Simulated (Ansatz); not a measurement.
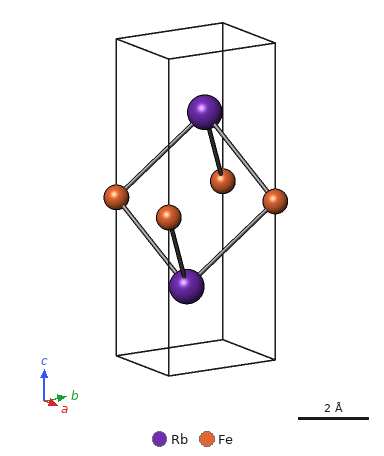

The structure above is drawn in ball-and-stick style and viewed slightly off an axis. One simulation cell is framed, with atoms on its boundary repeated.

```yaml
crystal:
  lattice:
    - [4.65949, 0.00000, 0.00000]
    - [-2.32975, 4.03524, 0.00000]
    - [0.00000, 0.00000, 9.20141]
  atoms:
    - { symbol: Rb, position: [0.33333, 0.66667, 0.75595] }
    - { symbol: Rb, position: [0.66667, 0.33333, 0.24405] }
    - { symbol: Fe, position: [0.00000, 0.00000, 0.50000] }
```

Results below were computed with DFT PBE, scalar-relativistic, plane waves, PAW in Ansatz; the settings were 420 eV cutoff, k-point mesh 12×12×6, Gaussian smearing of 0.1 eV, collinear spins. The state is ferromagnetic.

> Give the Bader charge of each element.

Rb +0.40 e; Fe -0.81 e.

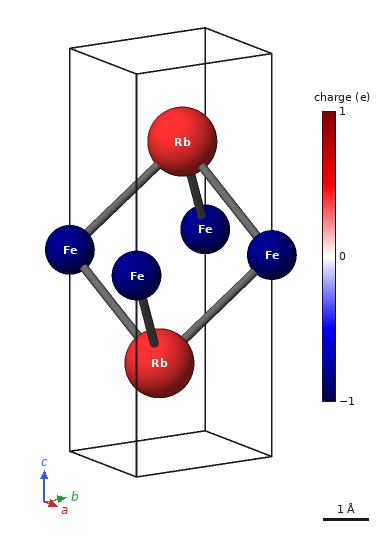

The atoms coloured by those charges.

Provenance: a structure type filled with these elements by a generator (whether the compound takes this form wasn't checked). Earlier steps of the study may have refined or changed the cell and positions. Ansatz was used for an electronic-structure calculation on it.
